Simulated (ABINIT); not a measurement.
**LiF (Griceite): changed settings of a GW run in ABINIT**

What do changed inputs do to GW on LiF (Griceite)?

Main program and level: ABINIT 10.8.3; PBE and many-body steps on it, plane waves.

## 1. The structure

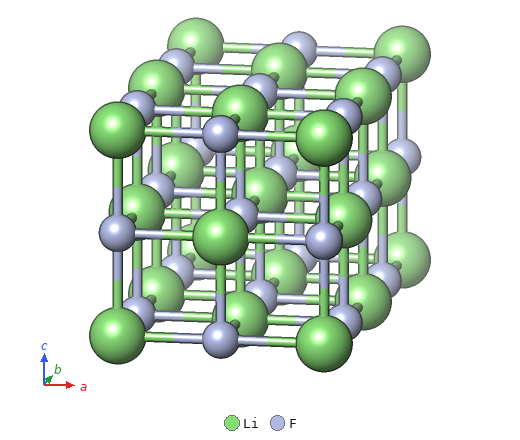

The starting structure, seen slightly off an axis (lithium green, fluorine light blue). 1×2×1 cells are drawn. This picture shows the conventional cell, with its axes. Some periodic images of atoms are drawn too.

The cell and positions come from the Crystallography Open Database and are kept as given unless a step says otherwise.

## 2. Screening, 8×8×8 mesh, 126 bands, screening to 283 eV

This step: ABINIT 10.8.3; RPA screening on PBE, plane waves, norm-conserving pseudopotentials.

The RPA dielectric matrix is built and inverted for each q.

The input, run.abi:

```
acell 3*1.0 Angstrom
rprim 
  -0.000000000000 2.014000000000 2.014000000000
  2.014000000000 -0.000000000000 2.014000000000
  2.014000000000 2.014000000000 -0.000000000000
ntypat 2
znucl 3 9
natom 2
typat 1 2
xred 
  0.000000000000 0.000000000000 0.000000000000
  0.500000000000 0.500000000000 0.500000000000
pp_dirpath "pseudos"
pseudos "Li.upf, F.upf"
ecut 36
ngkpt 8 8 8
nshiftk 1
shiftk 0 0 0
kptopt 1
chksymbreak 0
istwfk *1
occopt 1
irdwfk 1
optdriver 3
nband 126
ecuteps 10.4
inclvkb 2
awtr 1
symchi 1
indata_prefix "in"
outdata_prefix "out"
tmpdata_prefix "tmp"
```

On the command line:

```console
OMP_NUM_THREADS=1 mpirun -n 4 abinit run.abi > log
```

Log:

```text
.Version 10.8.3 of ABINIT. v10.8.2 released Aug 2026.

 Symmetries : space group Fm -3 m (#225); Bravais cF (face-center cubic)
[... echo of the input left out ...]
== DATASET  1 ==================================================================
-   mpi_nproc: 4, omp_nthreads: 1 (-1 if OMP is not activated)

--- !DatasetInfo
iteration_state: {dtset: 1, }
dimensions: {natom: 2, nkpt: 29, mband: 126, nsppol: 1, nspinor: 1, nspden: 1, mpw: 1158, }
cutoff_energies: {ecut:  36.0, pawecutdg:  -1.0, }
electrons: {nelect:   1.00000000E+01, charge:   0.00000000E+00, occopt:   1.00000000E+00, tsmear:   1.00000000E-02, }

 SCREENING: Calculation of the susceptibility and dielectric matrices

 Based on a program developped by R.W. Godby, V. Olevano, G. Onida, and L. Reining.
 Incorporated in ABINIT by V. Olevano, G.-M. Rignanese, and M. Torrent.
.Using double precision arithmetic ; gwpc =  8

[... cell and pseudopotentials left out ...]
--------------------------------------------------------------------------------

 ==== K-mesh for the wavefunctions ====
 Number of points in the irreducible wedge :    29
[... list of points left out ...]
 Together with 48 symmetry operations and time-reversal symmetry
 yields   512 points in the full Brillouin Zone.

 ==== Q-mesh for the screening function ====
 Number of points in the irreducible wedge :    29
[... list of points left out ...]
 Together with 48 symmetry operations and time-reversal symmetry
 yields   512 points in the full Brillouin Zone.

 setmesh: FFT mesh size selected  =    24x   24x   24
          total number of points  =        13824

 vcoul_init : cutoff-mode = AUXILIARY_FUNCTION
 q-points for optical limit:   1
     1)      0.000010    0.000020    0.000030

- screening: taking advantage of time-reversal symmetry
- Maximum band index for partially occupied states nbvw = 5
- Remaining bands to be divided among processors   nbcw = 121
- Number of bands treated by each node ~30

 Number of electrons calculated from density =   10.0000; Expected =   10.0000
 average of density, n =  0.090697
 r_s =    1.3807
 omega_plasma =   29.0505 [eV]

 calculating chi0 at frequencies [eV] :
  1    0.000000E+00    0.000000E+00
  2    0.000000E+00    2.905047E+01

--------------------------------------------------------------------------------
  q-point number  1        q = ( 0.000000, 0.000000, 0.000000) [r.l.u.]
--------------------------------------------------------------------------------
[... chi0 elements left out ...]
 For q-point:  0.000010 0.000020 0.000030
  dielectric constant =   1.9652
  dielectric constant without local fields =   2.0784

  Average fulfillment of the sum rule on Im[epsilon] for q-point    1 :     86.29  [%]
[... wings left out ...]
  q-point number  2        q = ( 0.125000, 0.000000, 0.000000) [r.l.u.]
--------------------------------------------------------------------------------
[... chi0 elements left out ...]
  Average fulfillment of the sum rule on Im[epsilon] for q-point    2 :     96.91  [%]

 [... 27 further q-points ...]
```

Elapsed: 5.7 min, on 4 MPI ranks of Intel Xeon Platinum 8375C at 2.90GHz (Ice Lake), shared host; peak memory 1.5 GiB.

This step gave:

```
ε∞ with local fields, on this mesh, along the program's q direction : 1.965
the same without local fields                                       : 2.078
plasma frequency                                                    : 29.05 eV
plane waves in the screening matrix                                 : 169
```

Local fields lower ε∞ by 5 %.

## 3. Base

The self-energy is evaluated for the states that the input lists, and the levels follow from it, in one-shot runs by the linearised quasiparticle equation.

This step: G0W0 on PBE, plane waves, norm-conserving pseudopotentials.

Changes to run.abi since step 2:

```diff
@@ -23,8 +23,15 @@
 irdwfk 1
-optdriver 3
+optdriver 4
 nband 126
+gwcalctyp 0
+ecutsigx 36
+symsigma 1
+nkptgw 1
+kptgw 
+  0.0000000000 0.0000000000 0.0000000000
+bdgw 
+  3 9
 ecuteps 10.4
-inclvkb 2
-awtr 1
-symchi 1
+irdscr 1
+ppmodel 1
 indata_prefix "in"
```

Log:

```text
.Version 10.8.3 of ABINIT. v10.8.2 released Aug 2026.

 Symmetries : space group Fm -3 m (#225); Bravais cF (face-center cubic)
[... echo of the input left out ...]
== DATASET  1 ==================================================================
-   mpi_nproc: 4, omp_nthreads: 1 (-1 if OMP is not activated)

--- !DatasetInfo
iteration_state: {dtset: 1, }
dimensions: {natom: 2, nkpt: 29, mband: 126, nsppol: 1, nspinor: 1, nspden: 1, mpw: 1158, }
cutoff_energies: {ecut:  36.0, pawecutdg:  -1.0, }
electrons: {nelect:   1.00000000E+01, charge:   0.00000000E+00, occopt:   1.00000000E+00, tsmear:   1.00000000E-02, }

 SIGMA: Calculation of the GW corrections

 Based on a program developped by R.W. Godby, V. Olevano, G. Onida, and L. Reining.
 Incorporated in ABINIT by V. Olevano, G.-M. Rignanese, and M. Torrent.
.Using double precision arithmetic ; gwpc =  8

[... cell and pseudopotentials left out ...]
--------------------------------------------------------------------------------

 ==== K-mesh for the wavefunctions ====
 Number of points in the irreducible wedge :    29
[... list of points left out ...]
 Together with 48 symmetry operations and time-reversal symmetry
 yields   512 points in the full Brillouin Zone.

 ==== Q-mesh for screening function ====
 Number of points in the irreducible wedge :    29
[... list of points left out ...]
 Together with 48 symmetry operations and time-reversal symmetry
 yields   512 points in the full Brillouin Zone.

 vcoul_init : cutoff-mode = AUXILIARY_FUNCTION
 q-points for optical limit:   1
     1)      0.000010    0.000020    0.000030
 setmesh: FFT mesh size selected  =    30x   30x   30
          total number of points  =        27000

 Number of electrons calculated from density =   10.0000; Expected =   10.0000
 average of density, n =  0.090697
 r_s =    1.3807
 omega_plasma =   29.0505 [eV]

 === KS Band Gaps ===
  >>>> For spin  1
   Minimum direct gap =   9.1146 [eV], located at k-point      :   0.0000  0.0000  0.0000
   Fundamental gap    =   9.1146 [eV], Top of valence bands at :   0.0000  0.0000  0.0000
                                       Bottom of conduction at :   0.0000  0.0000  0.0000
 SIGMA fundamental parameters:
 PLASMON POLE MODEL  1
 number of plane-waves for SigmaX                 1139
 number of plane-waves for SigmaC and W            169
 number of plane-waves for wavefunctions          1139
 number of bands                                   126
 number of independent spin polarizations            1
 number of spinorial components                      1
 number of k-points in IBZ                          29
 number of q-points in IBZ                          29
 number of symmetry operations                      48
 number of k-points in BZ                          512
 number of q-points in BZ                          512
 number of frequencies for dSigma/dE                 9
 frequency step for dSigma/dE [eV]                0.25
 number of omega for Sigma on real axis              0
 max omega for Sigma on real axis  [eV]           0.00
 zcut for avoiding poles [eV]                     0.10

 EPSILON^-1 parameters (SCR file):
 dimension of the eps^-1 matrix on file            169
 dimension of the eps^-1 matrix used               169
 number of plane-waves for wavefunctions          1139
 number of bands                                   126
 number of q-points in IBZ                          29
 number of frequencies                               2
 number of real frequencies                          1
 number of imag frequencies                          1

 matrix elements of self-energy operator (all in [eV])

 Perturbative Calculation

--- !SelfEnergy_ee
iteration_state: {dtset: 1, }
kpoint     : [   0.000,    0.000,    0.000, ]
spin       : 1
KS_gap     :    9.115
QP_gap     :   13.422
Delta_QP_KS:    4.308
data: !SigmaeeData |
     Band     E0 <VxcDFT>   SigX SigC(E0)      Z dSigC/dE  Sig(E)    E-E0       E
        3  -0.974 -23.053 -30.736   4.364   0.826  -0.210 -25.795  -2.742  -3.716
        4  -0.974 -23.053 -30.736   4.364   0.826  -0.210 -25.795  -2.742  -3.716
        5  -0.974 -23.053 -30.736   4.364   0.826  -0.210 -25.795  -2.742  -3.716
        6   8.141 -11.451  -6.603  -3.090   0.891  -0.123  -9.885   1.566   9.706
        7  23.017 -10.011  -3.078  -4.139   0.884  -0.131  -7.541   2.470  25.487
        8  23.017 -10.011  -3.078  -4.139   0.884  -0.131  -7.541   2.470  25.487
        9  23.017 -10.011  -3.078  -4.139   0.884  -0.131  -7.541   2.470  25.487

== END DATASET(S) ==============================================================
================================================================================

 -outvars: echo values of variables after computation  --------
           etotal      0.0000000000E+00
            nband         126
             nkpt          29
          spgroup         225
 [... the other variables as echoed above ...]

 Calculation completed.
```

The job ended after 18 s (4 MPI ranks; peak memory 1.3 GiB).

This step gave:

```
G0W0 gap on the points computed              : 13.42 eV
starting gap on the mesh                     : 9.115 eV
k of the valence top                         : 0, 0, 0
k of the conduction bottom                   : 0, 0, 0
Z at the valence top                         : 0.826
Z at the conduction bottom                   : 0.891
least direct G0W0 gap on the computed points : 13.42 eV
```

The gap on the mesh goes from 9.11 eV to 13.42 eV, a correction of +4.31 eV.

## 4. Fewer bands in the self-energy

Changes to run.abi since step 3:

```diff
@@ -24,3 +24,3 @@
 optdriver 4
-nband 126
+nband 25
 gwcalctyp 0
```

Log:

```text
.Version 10.8.3 of ABINIT. v10.8.2 released Aug 2026.

 Symmetries : space group Fm -3 m (#225); Bravais cF (face-center cubic)
[... echo of the input left out ...]
== DATASET  1 ==================================================================
-   mpi_nproc: 4, omp_nthreads: 1 (-1 if OMP is not activated)

--- !DatasetInfo
iteration_state: {dtset: 1, }
dimensions: {natom: 2, nkpt: 29, mband: 25, nsppol: 1, nspinor: 1, nspden: 1, mpw: 1158, }
cutoff_energies: {ecut:  36.0, pawecutdg:  -1.0, }
electrons: {nelect:   1.00000000E+01, charge:   0.00000000E+00, occopt:   1.00000000E+00, tsmear:   1.00000000E-02, }

 SIGMA: Calculation of the GW corrections

 Based on a program developped by R.W. Godby, V. Olevano, G. Onida, and L. Reining.
 Incorporated in ABINIT by V. Olevano, G.-M. Rignanese, and M. Torrent.
.Using double precision arithmetic ; gwpc =  8

[... cell and pseudopotentials left out ...]
--------------------------------------------------------------------------------

 ==== K-mesh for the wavefunctions ====
 Number of points in the irreducible wedge :    29
[... list of points left out ...]
 Together with 48 symmetry operations and time-reversal symmetry
 yields   512 points in the full Brillouin Zone.

 ==== Q-mesh for screening function ====
 Number of points in the irreducible wedge :    29
[... list of points left out ...]
 Together with 48 symmetry operations and time-reversal symmetry
 yields   512 points in the full Brillouin Zone.

 vcoul_init : cutoff-mode = AUXILIARY_FUNCTION
 q-points for optical limit:   1
     1)      0.000010    0.000020    0.000030
 setmesh: FFT mesh size selected  =    30x   30x   30
          total number of points  =        27000

 Number of electrons calculated from density =   10.0000; Expected =   10.0000
[...]
number of q-points in BZ                          512
 number of frequencies for dSigma/dE                 9
 frequency step for dSigma/dE [eV]                0.25
 number of omega for Sigma on real axis              0
 max omega for Sigma on real axis  [eV]           0.00
 zcut for avoiding poles [eV]                     0.10

 EPSILON^-1 parameters (SCR file):
 dimension of the eps^-1 matrix on file            169
 dimension of the eps^-1 matrix used               169
 number of plane-waves for wavefunctions          1139
 number of bands                                   126
 number of q-points in IBZ                          29
 number of frequencies                               2
 number of real frequencies                          1
 number of imag frequencies                          1

 matrix elements of self-energy operator (all in [eV])

 Perturbative Calculation

--- !SelfEnergy_ee
iteration_state: {dtset: 1, }
kpoint     : [   0.000,    0.000,    0.000, ]
spin       : 1
KS_gap     :    9.115
QP_gap     :   13.058
Delta_QP_KS:    3.944
data: !SigmaeeData |
     Band     E0 <VxcDFT>   SigX SigC(E0)      Z dSigC/dE  Sig(E)    E-E0       E
        3  -0.974 -23.053 -30.736   5.098   0.829  -0.206 -25.197  -2.144  -3.118
        4  -0.974 -23.053 -30.736   5.098   0.829  -0.206 -25.197  -2.144  -3.118
        5  -0.974 -23.053 -30.736   5.098   0.829  -0.206 -25.197  -2.144  -3.118
        6   8.141 -11.451  -6.603  -2.831   0.892  -0.121  -9.651   1.800   9.940
        7  23.017 -10.011  -3.078  -3.734   0.887  -0.128  -7.175   2.836  25.853
        8  23.017 -10.011  -3.078  -3.734   0.887  -0.128  -7.175   2.836  25.853
        9  23.017 -10.011  -3.078  -3.734   0.887  -0.128  -7.175   2.836  25.853

== END DATASET(S) ==============================================================
================================================================================

 -outvars: echo values of variables after computation  --------
           etotal      0.0000000000E+00
            nband          25
             nkpt          29
          spgroup         225
 [... the other variables as echoed above ...]

 Calculation completed.
```

It took 9.7 s on 4 MPI ranks; peak memory 0.77 GiB; 37 s of CPU time.

This step gave:

```
G0W0 gap on the points computed              : 13.06 eV
starting gap on the mesh                     : 9.115 eV
k of the valence top                         : 0, 0, 0
k of the conduction bottom                   : 0, 0, 0
Z at the valence top                         : 0.829
Z at the conduction bottom                   : 0.892
least direct G0W0 gap on the computed points : 13.06 eV
```

## 5. Unknown plasmon-pole model

Changes to run.abi since step 4:

```diff
@@ -24,3 +24,3 @@
 optdriver 4
-nband 25
+nband 126
 gwcalctyp 0
@@ -35,3 +35,3 @@
 irdscr 1
-ppmodel 1
+ppmodel 7
 indata_prefix "in"
```

Log:

```text
.Version 10.8.3 of ABINIT. v10.8.2 released Aug 2026.

 Symmetries : space group Fm -3 m (#225); Bravais cF (face-center cubic)
================================================================================
 Values of the parameters that define the memory need of the present run
     intxc =       0    ionmov =       0      iscf =       7    lmnmax =       5
     lnmax =       5     mgfft =      30  mpssoang =       3    mqgrid =    3001
     natom =       2  nloc_mem =       1    nspden =       1   nspinor =       1
    nsppol =       1      nsym =      48    n1xccc =    2501    ntypat =       2
    occopt =       1   xclevel =       2
-    mband =         126        mffmem =           1         mkmem =           8
       mpw =        1158          nfft =       27000          nkpt =          29
================================================================================
  Rough estimation (10% accuracy) of disk space for files :
================================================================================

--------------------------------------------------------------------------------
------------- Echo of variables that govern the present computation ------------
--------------------------------------------------------------------------------
 -outvars: echo values of preprocessed input variables --------
            acell      1.8897261259E+00  1.8897261259E+00  1.8897261259E+00 Bohr

             bdgw           3       9
      chksymbreak           0
             ecut      3.60000000E+01 Hartree
          ecuteps      1.04000000E+01 Hartree
         ecutsigx      3.60000000E+01 Hartree
          ecutwfn      3.60000000E+01 Hartree
-          fftalg         312
           irdscr           1
           irdwfk           1

              ixc     -101130
[...]
pspatm : epsatm=    2.74360059
         --- l  ekb(1:nproj) -->
[...]
pspatm: atomic psp has been read  and splines computed

- F Generated using ONCVPSP code by D. R. Hamann
-  9.00000   7.00000  171031                  znucl, zion, pspdat
12 -101130 2 -1 832                           pspcod,pspxc,lmax,lloc,mmax
     nproj     2     2     1
  pspatm : epsatm=    4.87625608
         --- l  ekb(1:nproj) -->
             0    6.519403    1.070094
             1   -3.955629   -1.291931
             2   -2.441503
 pspatm: atomic psp has been read  and splines computed

   7.61985667E+01                                ecore*ucvol(ha*bohr**3)
--------------------------------------------------------------------------------

 ==== K-mesh for the wavefunctions ====
 Number of points in the irreducible wedge :    29
 Reduced coordinates and weights :

     1)     0.00000000E+00  0.00000000E+00  0.00000000E+00       0.00195
     2)     1.25000000E-01  0.00000000E+00  0.00000000E+00       0.01563
     3)     2.50000000E-01  0.00000000E+00  0.00000000E+00       0.01563
[...]
Together with 48 symmetry operations and time-reversal symmetry
 yields   512 points in the full Brillouin Zone.

 ==== Q-mesh for screening function ====
 Number of points in the irreducible wedge :    29
 Reduced coordinates and weights :

[...]
28)    -3.75000000E-01  5.00000000E-01  1.25000000E-01       0.02344
    29)    -2.50000000E-01  5.00000000E-01  2.50000000E-01       0.01172

 Together with 48 symmetry operations and time-reversal symmetry
 yields   512 points in the full Brillouin Zone.

 vcoul_init : cutoff-mode = AUXILIARY_FUNCTION
 q-points for optical limit:   1
     1)      0.000010    0.000020    0.000030
 setmesh: FFT mesh size selected  =    30x   30x   30
          total number of points  =        27000

 Number of electrons calculated from density =   10.0000; Expected =   10.0000
 average of density, n =  0.090697
 r_s =    1.3807
 omega_plasma =   29.0505 [eV]

--- !BUG
message: |
    Wrong ppm%model: 7

--- !BUG
message: |
    Wrong ppm%model: 7

--- from the log ---
Wrong ppm%model: 7
```

Wall time 4.3 s (4 MPI ranks); peak memory 0.21 GiB.

The run stopped with an error after 4.3 s.

The program's words: Wrong ppm%model: 7

The fault put into this input: unknown plasmon-pole model.

## 6. The runs together

Times are wall times on 4 MPI ranks of Intel Xeon Platinum 8375C at 2.90GHz (Ice Lake), shared host. The host was busy with other work, so they are no guide to cost. A run's time includes the screening step that it read.

| run | mesh | bands | screening cutoff (eV) | DFT gap (eV) | gap on the mesh (eV) | direct (eV) | ε∞ used | time |
| --- | --- | --- | --- | --- | --- | --- | --- | --- |
| base | 8×8×8 | 126 | 283 | 9.115 | 13.422 | 13.422 | 1.97 | 6 min |
| fewer bands in the self-energy | 8×8×8 | 25 | 283 | 9.115 | 13.058 | 13.058 | 1.97 | 5.9 min |

## 7. Summary of results

| Quantity | Value |
| --- | --- |
| base | 13.422 eV |
| fewer bands in the self-energy | 13.058 eV |
| known limits | not at the basis limit |

**Reading.** Fewer bands in the self-energy: −0.364 eV against base (keys changed: nband). Bands and cutoff are finite, so the gap is not at the basis limit. The miss can reach some tenths of an eV and take either sign; the mesh is an error of its own. In the G0W0 runs levels were corrected at 1 k point alone, so a gap called «on the mesh» is the least over those, and an edge elsewhere would be missed.

[Paths, hosts, dates, memory and timing lines, banners, echoed tables and standing remarks are left out of the program output.]

[Logs are printed without paths, hosts, clocks, repeated set-up lines and the standing remarks that a program may print on its own settings, such as how far it seeks lower states.]

[Runs of the session that timed out or met a known fault of the program may be left out.]

[Hosts, paths, dates, database ids (printed as entryN), source tags and the programs' standing remarks are cut or masked in the printed files.]

[G0W0 gaps are taken among the corrected bands and points alone; a level outside them can change the order at an edge.]

[Where Ansatz stands beside ABINIT at settings called matched, ABINIT's density can come from a denser mesh and the files from another edition; pairs whose starting gaps differed by over 0.03 eV were left out, so agreement reads better than it is.]
